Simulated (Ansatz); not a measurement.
# C2H3AlFN (SMILES [CH3][Al]([F])[C]#N): wB97M-V/cc-pVDZ

Aim: the vertical singlet–triplet gap of C2H3AlFN at wB97M-V/cc-pVDZ, from 2 runs. 

The calculation is run with Ansatz 0.2.0.

114 further runs of the same task are left out: 114 set aside as unsound or not needed. Runs told in other sessions of the task aren't counted.

## Step 1: The structure to begin with

C2H3AlFN: 8 atoms, total charge 0, spin state singlet. SMILES: `[CH3][Al]([F])[C]#N`. Geometry: relaxed at PBE0-D4/def2-TZVP.

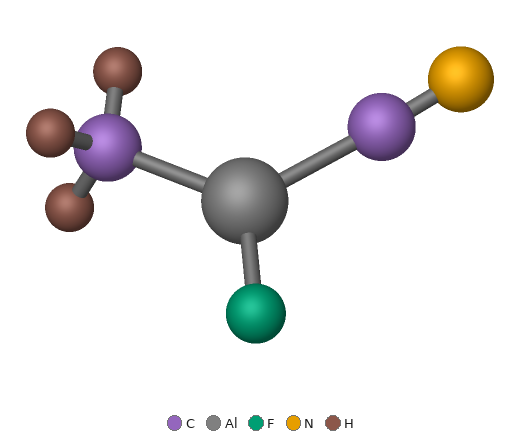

Viewed from a chosen angle; carbon purple, aluminium grey, fluorine teal, nitrogen amber, hydrogen brown.

## Step 2: The energy at wB97M-V/cc-pVDZ

File input.yaml:

```yaml
crystal:
  periodic: [false, false, false]
  atoms:
    - {symbol: C, position_ang: [-0.796200, -0.780200, 0.685800]}
    - {symbol: Al, position_ang: [0.733700, 0.022200, -0.157100]}
    - {symbol: F, position_ang: [2.249400, -0.595500, -0.030200]}
    - {symbol: C, position_ang: [0.623900, 1.626000, -1.228300]}
    - {symbol: N, position_ang: [0.500000, 2.584900, -1.857400]}
    - {symbol: H, position_ang: [-0.942000, -1.805200, 0.332600]}
    - {symbol: H, position_ang: [-0.659200, -0.835500, 1.769600]}
    - {symbol: H, position_ang: [-1.709600, -0.216500, 0.485000]}
basis:
  gaussian:
    orbitals: cc-pVDZ
hamiltonian:
  xc: {name: wB97M-V}
accuracy: high
output: {orbitals: {seedname: orbitals}}
```

Command:

```console
$ ansatz run input.yaml --threads 1 --pin off --max-ram 2610MiB --events-out events.jsonl --progress --plain --runs-dir runs
```

What it wrote:

```text
Warning: RAYON_NUM_THREADS=1 ignored (pool sized by the plan → 1); use --threads N
Functional definition: wB97M-V
  name "wB97M-V"
  parameter omega = 0.3/bohr
  parameter cx = 0.15
  parameter cx01 = 1.007
  parameter cx10 = 0.259
  parameter css00 = 0.443
  parameter css04 = -1.437
  parameter css10 = -4.535
  parameter css20 = -3.390
  parameter css43 = 4.278
  parameter cos00 = 1.000
  parameter cos10 = 1.358
  parameter cos20 = 2.924
  parameter cos21 = -8.812
  parameter cos60 = -1.390
  parameter cos61 = 9.142
  parameter b = 6.0
  parameter c = 0.01
  gx(w, u) = 1 - cx + cx01*u + cx10*w
  gss(w, u) = css00 + css04*u^4 + css10*w + css20*w^2 + css43*w^4*u^3
  gos(w, u) = cos00 + cos10*w + (cos20 + cos21*u)*w^2 + (cos60 + cos61*u)*w^6
  exchange = spin_sum(e_x_unif_sr(omega)*gx(b97_w, b97_u_x)) + cx*exact_x_sr(omega) + exact_x_lr(omega)
  correlation = spin_sum(e_c_pw_mod_same_spin*gss(b97_w, b97_u_same))
      + integral(e_c_pw_mod_opposite_spin*gos(b97_w_opposite, b97_u_opposite)) + vv10(b, c)
1997 factors; integrals over basis functions are off by at most 3.9e-9 eV
397 factors; integrals over basis functions are off by at most 2.3e-9 eV
mean field evaluation 1: about -12920.7265 eV, gradient 5.2e1 eV
mean field evaluation 2: about -12920.2334 eV, gradient 5.9e1 eV
mean field evaluation 4: about -12926.4192 eV, gradient 2.7e0 eV
mean field evaluation 8: about -12926.5479 eV, gradient 2.7e-1 eV
mean field evaluation 16: about -12926.5480 eV, gradient 4.8e-5 eV
mean field -12926.54802703 eV, -475.0418780646 hartree, gradient 4.0e-8 eV, S^2 0.000000; 0 other end points of the search recorded, 0 dependent functions left out
reference -12926.54803220 eV, -475.0418782543 hartree; 22, 22 occupied and 67, 67 virtual orbitals, 1997 factors
Total energy: -12926.54803220 eV, -475.0418782543 hartree
```

Wall time 76 s (1 thread of Arm Neoverse V2, shared host); peak memory 0.58 GiB.

## Step 3: The triplet at the same level

File molecule.yaml:

```yaml
crystal:
  periodic: [false, false, false]
  atoms:
    - {symbol: C, position_ang: [-0.796200, -0.780200, 0.685800]}
    - {symbol: Al, position_ang: [0.733700, 0.022200, -0.157100]}
    - {symbol: F, position_ang: [2.249400, -0.595500, -0.030200]}
    - {symbol: C, position_ang: [0.623900, 1.626000, -1.228300]}
    - {symbol: N, position_ang: [0.500000, 2.584900, -1.857400]}
    - {symbol: H, position_ang: [-0.942000, -1.805200, 0.332600]}
    - {symbol: H, position_ang: [-0.659200, -0.835500, 1.769600]}
    - {symbol: H, position_ang: [-1.709600, -0.216500, 0.485000]}
basis:
  gaussian:
    orbitals: cc-pVDZ
magnetization:
  spin_polarized: true
  initial_magnetization: 2
hamiltonian:
  xc: {name: wB97M-V}
accuracy: high
output: {orbitals: {seedname: orbitals}}
```

Command:

```console
$ ansatz run molecule.yaml --threads 1 --pin off --max-ram 2610MiB --events-out events.jsonl --progress --plain --runs-dir runs
```

What it wrote (excerpt; [...] marks lines left out):

```text
Warning: RAYON_NUM_THREADS=1 ignored (pool sized by the plan → 1); use --threads N
Functional definition: wB97M-V
  name "wB97M-V"
[...]
  gx(w, u) = 1 - cx + cx01*u + cx10*w
  gss(w, u) = css00 + css04*u^4 + css10*w + css20*w^2 + css43*w^4*u^3
  gos(w, u) = cos00 + cos10*w + (cos20 + cos21*u)*w^2 + (cos60 + cos61*u)*w^6
[...]
      + integral(e_c_pw_mod_opposite_spin*gos(b97_w_opposite, b97_u_opposite)) + vv10(b, c)
1997 factors; integrals over basis functions are off by at most 3.9e-9 eV
397 factors; integrals over basis functions are off by at most 2.3e-9 eV
[...]
mean field -12920.64172135 eV, -474.8248253343 hartree, gradient 4.1e-8 eV, S^2 2.002887; 6 other end points of the search recorded, 0 dependent functions left out
reference -12920.64172616 eV, -474.8248255107 hartree; 23, 21 occupied and 66, 68 virtual orbitals, 1997 factors
Total energy: -12920.64172616 eV, -474.8248255107 hartree
```

Run time: 5 min. Hardware: 1 thread of Arm Neoverse V2, shared host; peak memory 1.1 GiB.

## Step 4: Outcome

Level: wB97M-V/cc-pVDZ.

```
                                        quantity          value
                           singlet: total energy  -475.04188 Eh
                            singlet: HOMO energy      -11.61 eV
                            singlet: LUMO energy        0.09 eV
                          singlet: HOMO–LUMO gap       11.70 eV
                           triplet: total energy  -474.82483 Eh
     triplet: HOMO energy (highest over α and β)       -6.45 eV
      triplet: LUMO energy (lowest over α and β)       -4.75 eV
                                   triplet: ⟨S²⟩          2.003
vertical energy of the triplet above the singlet       5.906 eV
```

At this shape the triplet lies 5.91 eV (570 kJ/mol) above the singlet.
